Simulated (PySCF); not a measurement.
SMILES ClB(C=C)CC (C₄H₈BCl) at its B3LYP/def2-SVP optimised geometry (Å):

```
14

B     -0.2623     0.2815     0.0000
Cl    -1.0473     1.8868     0.0000
C     -1.1706    -1.0027     0.0653
C     -2.5398    -0.9544    -0.6273
H     -1.3189    -1.1723     1.1538
H     -0.6020    -1.8868    -0.2722
H     -2.4331    -0.8358    -1.7181
H     -3.1422    -0.1070    -0.2666
H     -3.1145    -1.8776    -0.4509
C      1.2932     0.2815     0.0000
C      2.0470    -0.8263    -0.1243
H      1.8155     1.2426     0.0900
H      3.1422    -0.7911    -0.1314
H      1.6018    -1.8215    -0.2301
```

Method: B3LYP/def2-TZVP (PySCF 2.14.0). Cells within 0.4 Å of a nucleus heavier than hydrogen are left out (blank, or x).

Map of the HOMO−1 amplitude (bohr^(-3/2)) on the plane z = 0.0 Å; orbital energy -8.04 eV, overall sign arbitrary:

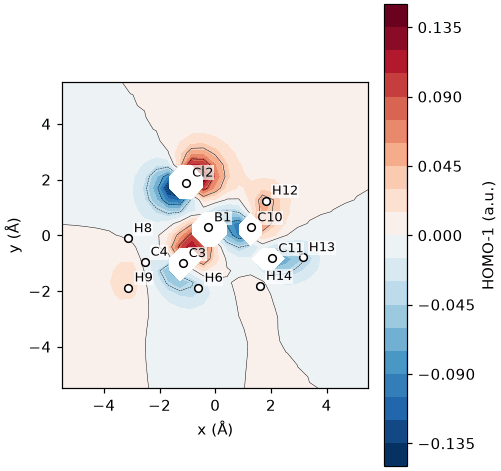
Figure: HOMO−1 amplitude (bohr^(-3/2)) on the plane z = 0.0 Å.
